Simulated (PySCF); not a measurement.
C₁₀H₁₀S₂, SMILES c1csc(CCc2cccs2)c1 at its GFN2-xTB optimised geometry (Å):

```
22

C      2.3746     0.5774     3.8161
C      3.6653     0.4648     3.4198
S      3.8870    -0.8265     2.3064
C      2.2011    -1.2289     2.3773
C      1.6441    -2.3154     1.5260
C      1.4615    -1.8383     0.0685
C      0.5381    -0.6715     0.0000
C     -0.8221    -0.6715     0.0000
C     -1.3794     0.6274    -0.0075
C     -0.4334     1.5984    -0.0087
S      1.1576     0.9476     0.0000
C      1.5364    -0.3902     3.2156
H      2.0256     1.3220     4.5090
H      4.5101     1.0578     3.7084
H      2.3135    -3.1781     1.5297
H      0.6754    -2.6212     1.9269
H      2.4367    -1.5626    -0.3370
H      1.0564    -2.6620    -0.5235
H     -1.4122    -1.5715    -0.0016
H     -2.4367     0.8240    -0.0133
H     -0.5654     2.6620    -0.0151
H      0.4785    -0.4588     3.4000
```

Computed with B3LYP/def2-SVP in PySCF 2.14.0. Cells within 0.4 Å of a nucleus heavier than hydrogen are left out (blank, or x).

Map of the deformation density (molecule minus spherical neutral atoms) (e/bohr³) on the plane z = 1.2 Å:

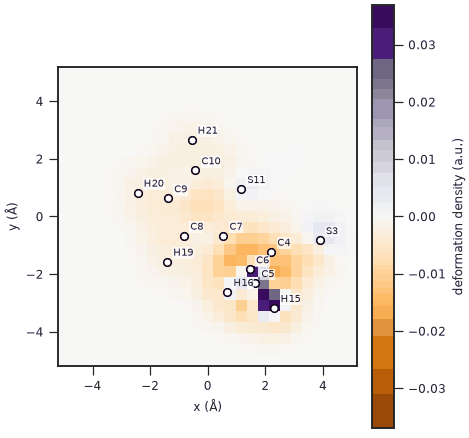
Deformation density (molecule minus spherical neutral atoms) (e/bohr³) on the plane z = 1.2 Å.
